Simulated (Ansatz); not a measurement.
Electronic density of states of amorphous Si30N40Co, density 2.94 g/cm³, on a 2×2×2 Γ-centred mesh with a Gaussian width of 0.1 eV; energies count from the Fermi level, whose place inside the gap is arbitrary. Cell and mesh are small, so fine structure isn't converged. All values below come from PBE, scalar-relativistic without spin-orbit coupling (plane waves to 420 eV, PAW; Ansatz, an electronic-structure program). Sampling: a 2×2×2 Γ-centred mesh; Fermi-Dirac width 0.01 eV; collinear spin, started from moments on atoms; no Hubbard U, moments started parallel, and no other order was tried (at the end a net moment of 3.0 μB). In the spin-polarised cell the level spacing at the Fermi energy can part levels of unlike spin. At PBE the levels at both edges of the gap are localised (band-tail or defect states), and the nearest spread-out levels lie 2.9 eV apart at the zone centre.

It comes from a melt-quench run on a machine-learned potential (CHGNet), relaxed afterwards by DFT. N atoms were pushed apart under 1.9 Å during the dynamics, to hinder bonds among them. The hot cell started wider than the set density and was brought back towards it in steps. It is the lowest in DFT energy of 2 quenches. It is a model cell: composition and starting density were chosen by hand, and all elements were melted together. No dispersion term was used. Its density started from a set value of 3.04 and ended at 2.94 g/cm³. The simulated quench (nominally 450 K/ps over its main leg) is rapid and tends to freeze in more defects than a deposited or slowly cooled glass has. One small periodic cell is one sample of the glass; other quenches scatter about these values. Volume and shape were free in the relaxation. On a 2×2×2 Γ-centred mesh force components of up to 0.12 eV/Å stay, since the relaxation ran on the zone centre alone.

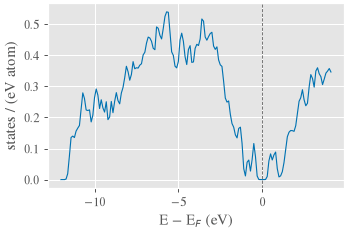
Fig. 1. Density of states per atom

The level spacing at the Fermi energy on this mesh is 0.87 eV; the broadening fills part of it in the curve.
